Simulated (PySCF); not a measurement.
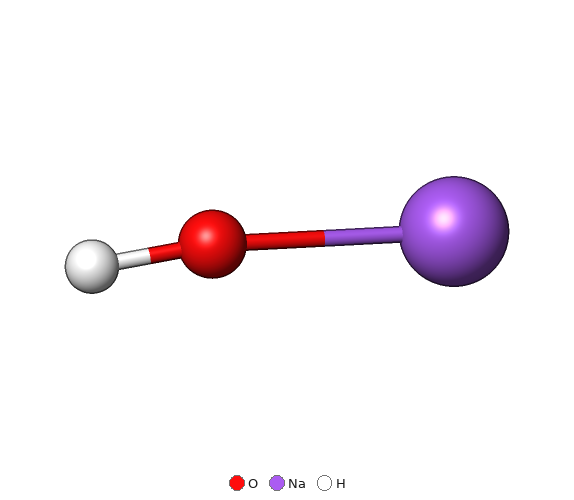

Rendered structure (ball-and-stick style).

Computed geometry: PBE0-D3(BJ)/def2-SVP optimisation. No frequency run is at hand to confirm it as a minimum.

Q: Give the formula.

A: HNaO, 3 atoms: 1 hydrogen, 1 sodium and 1 oxygen.

Q: Count the bonded pairs by element.

A: 1 Na–O, 1 O–H.

Q: Which point group does it belong to?

A: C∞v.

Q: Give a SMILES string for it.

A: [OH][Na]
